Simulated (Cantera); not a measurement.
A closed system holds: 1 mol Si3N4, 0.095 mol N2, equilibrated at 7.50 Torr.

These are equilibrium values from Cantera (NASA tables, ideal gas, pure condensed phases), not measurements of a reactor. Candidate condensed phases: Si, Si3N4; 7 gas species. The tables' values for SiN are old estimates; treat these amounts as uncertain. The numbers say what is thermodynamically allowed, not how fast it happens.

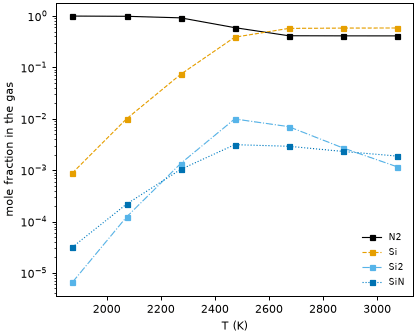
Equilibrium gas composition (values under 1e-9 drawn at 1e-9)

Task: Read off the mole fractions at 2273 K.

Result: N2 about 0.92, Si about 0.073, Si2 about 0.0013, SiN about 0.0010.
